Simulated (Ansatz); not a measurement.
# Energy over volume and axial ratio for ZnSe (zinc blende)

ZnSe (zinc blende), conventional cell a = b = c = 5.666 Å, α = β = γ = 90.00°. The calculation uses the primitive cell of 2 atoms, to which meshes and values per cell refer.

Two coordinates are scanned: the volume, and the ratio of the stretch along z (the conventional c axis) to the stretch across it. Atoms keep their fractional coordinates.

All values below come from r2SCAN (plane waves to 500 eV, PAW, scalar-relativistic; Ansatz, an electronic-structure program). k mesh 10×10×10 (Γ-centred), Fermi-Dirac smearing 0.05 eV. E stands for the smeared free energy. Compression counts positive. The PAW data are Ansatz's earlier set. ZnSe was relaxed with its symmetry unable to fall. ΔE is measured from the relaxed starting cell.

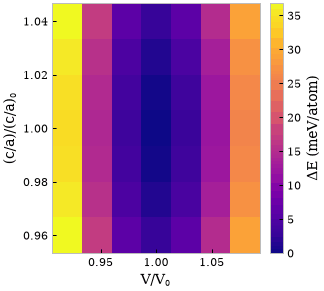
*ΔE (meV/atom) over the 7×7 grid of computed points.*

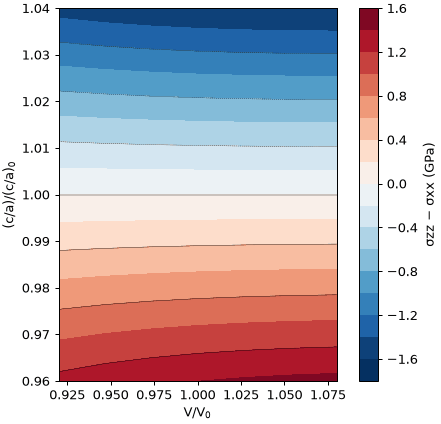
σzz − σxx (GPa) over the 7×7 grid of computed points.

The shear modulus C′ = (C11 − C12)/2 (fit, atoms clamped) comes out as 18.6 GPa. Lowest place on the grid: V/V₀ = 1.000, (c/a)/(c/a)₀ = 1.000 (0.0 meV/atom). Highest place on the grid: V/V₀ = 0.920, (c/a)/(c/a)₀ = 1.040 (36.8 meV/atom).

Near the relaxed cell σzz − σxx = −2Cδ (compression positive), C being this modulus and δ the logarithm of the ratio.

(A scan under strain: stresses follow from slopes of the energy per volume, elastic moduli from its curvatures.)
